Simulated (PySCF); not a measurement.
**C₄H₇BO₂S: density, localisation and related maps**

Input file:

```
{"job": {"kind": "uv", "xc": "PBE0", "basis": "def2-SVPD", "nstates": 8, "ntriplets": 3}, "charge": 0, "multiplicity": 1}
C      2.520805     0.366330     1.137983
C      1.663071     0.279980     0.141344
C      0.202989    -0.030822     0.323010
O     -0.059847    -1.295203    -0.246335
B     -1.187877    -1.648344    -0.857653
S     -2.625134    -0.572819    -0.983510
C     -1.903264     0.895022    -0.123142
O     -0.529332     0.993256    -0.290209
H      2.220635     0.222692     2.162863
H      3.561108     0.583021     0.967858
H      1.955861     0.422605    -0.887449
H     -0.055370    -0.093807     1.398347
H     -1.236875    -2.719795    -1.316019
H     -2.185966     0.825587     0.935333
H     -2.345217     1.780287    -0.578610
```

Launched as:

```sh
OMP_NUM_THREADS=1 python probes_run.py task.json out
```

Geometry: GFN2-xTB.

These are results of PBE0/def2-SVPD, SCF density, gas phase in PySCF 2.14.0, not measurements.

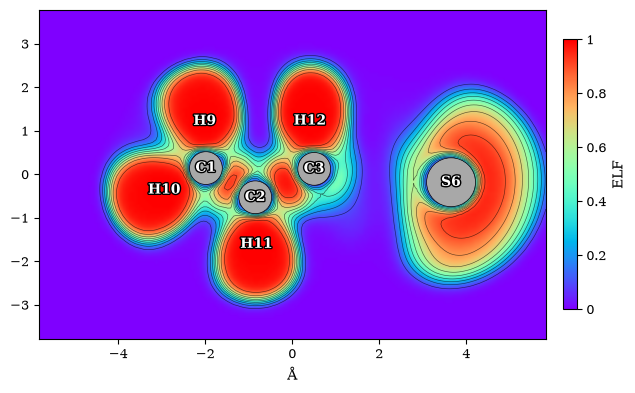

Figure 1. ELF on the plane of atoms H9, C1 and H10. Grey discs cover the atomic cores.

Read the bonding off the picture.

Answer.
- The plane passes through C, S and H nuclei.
- C–C (1.32 Å): the ELF peaks at about 0.90 between the atoms: a multiple bond.
- C–H (1.08 Å): the ELF climbs to about 1 towards the hydrogen, as it does in any bond to H; a covalent bond by its length.
- C–C (1.50 Å): the ELF peaks at about 1 between the atoms, as expected for a shared electron pair.
- The ELF also peaks beside S6, away from the bonds: lone-pair regions.

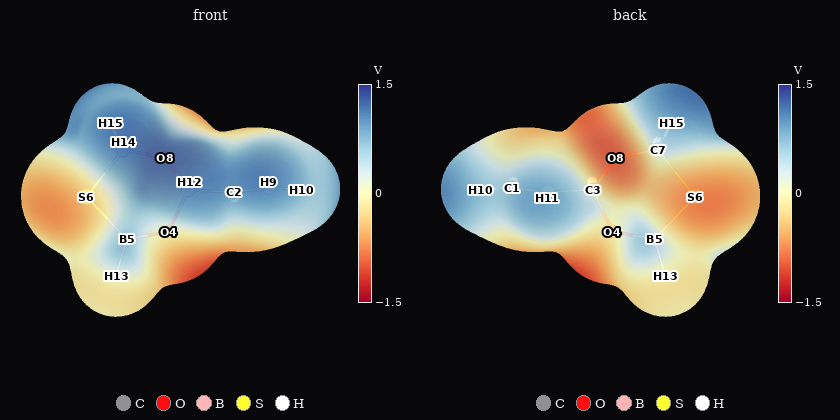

Figure 2. The molecular electrostatic potential painted on the density surface at 0.002 e/bohr³, seen from the front and from behind; red is negative and blue positive.

Where is the surface potential most negative and most positive?

Answer. The most negative region (about −1.1 V, or −25 kcal/mol for a unit charge) lies over O4, the most positive (about +1.2 V, or +28 kcal/mol for a unit charge) over H12 and H14. O4 is the likeliest acceptor of a hydrogen bond.
